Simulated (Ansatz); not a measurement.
# H3NO2Si···H2: what the fields show

```json
{"atom": "Si", "x (Å)": "0.6021", "y (Å)": "-0.0024", "z (Å)": "0.2171"}
{"atom": "H", "x (Å)": "-2.1132", "y (Å)": "-0.1886", "z (Å)": "-1.0300"}
{"atom": "N", "x (Å)": "1.0119", "y (Å)": "1.4414", "z (Å)": "-0.2659"}
{"atom": "H", "x (Å)": "-1.7301", "y (Å)": "0.4344", "z (Å)": "-1.1935"}
{"atom": "O", "x (Å)": "0.8574", "y (Å)": "-1.4818", "z (Å)": "-0.3883"}
{"atom": "O", "x (Å)": "-0.2324", "y (Å)": "-0.2153", "z (Å)": "1.5925"}
{"atom": "H", "x (Å)": "1.5445", "y (Å)": "1.6339", "z (Å)": "-1.0991"}
{"atom": "H", "x (Å)": "0.5016", "y (Å)": "-2.2216", "z (Å)": "0.1107"}
{"atom": "H", "x (Å)": "-0.4419", "y (Å)": "0.6000", "z (Å)": "2.0565"}
```

The product side of a reaction path; geometry: PBE0-D4/def2-TZVP.

Level of theory: Ansatz 0.2.0, RKS PBE0-D4/def2-TZVPP.

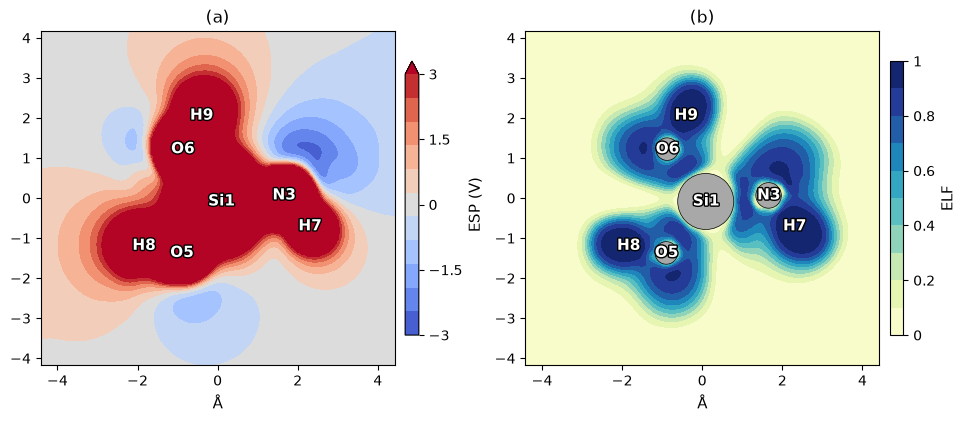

Figure 1. (a) electrostatic potential; (b) ELF on the plane of atoms Si1, O6 and H9. Grey discs cover the atomic cores in the ELF map.

Interpret the plot.

Answer.
- The section cuts through Si, N, O and H sites.
- Si–N (1.58 Å): the ELF peaks at about 0.85 between the atoms (a short, strongly polar bond).
- Si–O (1.62 Å): the ELF peaks at about 0.85 between the atoms (a polar covalent bond).
- O–H (0.96 Å): the ELF climbs to about 1 towards the hydrogen, as it does in any bond to H (a covalent bond by its length).
- N–H (1.01 Å): the ELF climbs to about 1 towards the hydrogen: a covalent bond by its length.
- The ELF also peaks beside O5, N3 and O6, away from the bonds: lone-pair regions.
- Outside the dense part of the complex the potential is most negative (−2.6 V) near N3.

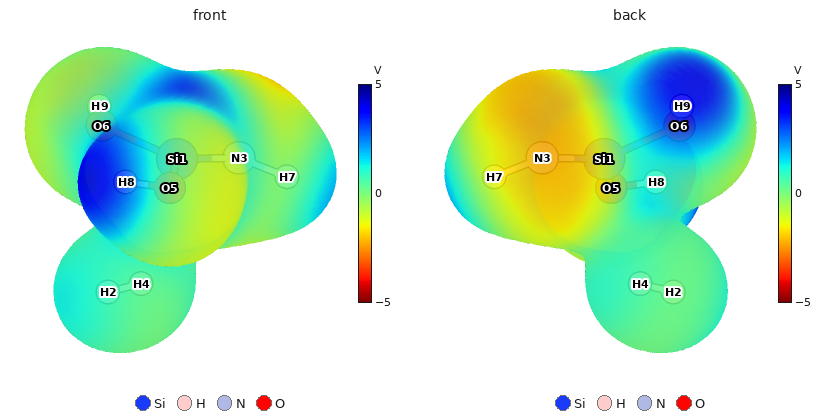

Figure 2. The electrostatic potential painted on the density surface at 0.004 e/bohr³, seen from the front and from behind; the colour scale runs from red (negative) to blue (positive).

Describe the electrostatic potential map.

Answer. The most negative region (about −2.3 V) lies over N3, the most positive (about +4.0 V) over H8 and H9. N3 is the likeliest acceptor of a hydrogen bond.

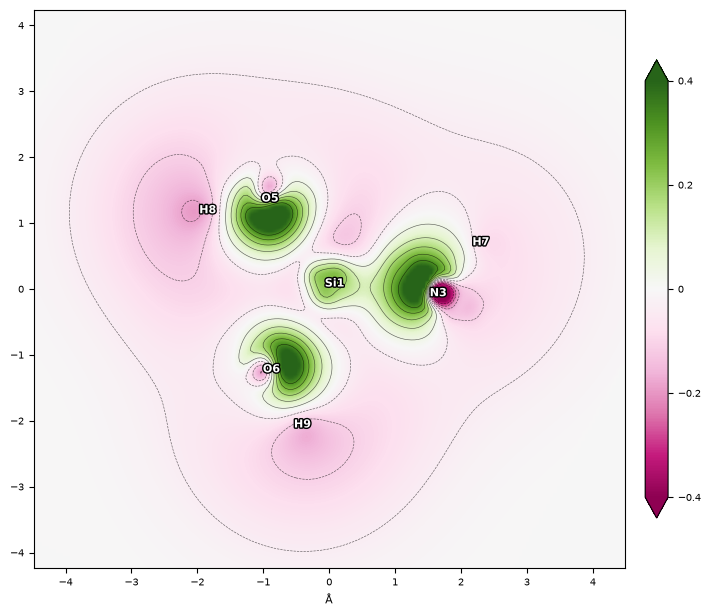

Figure 3. One frontier orbital on the plane of atoms O5, Si1 and O6 (values in Å⁻³ᐟ²; the overall sign is arbitrary).

Which orbital is it: HOMO or LUMO?

Answer. The LUMO, at −0.44 eV. By Hirshfeld shares it lies mainly on Si1 (about 45 %), H8 (about 10 %), N3 (about 10 %), O5 (about 10 %), O6 (about 10 %) and H9 (about 10 %).
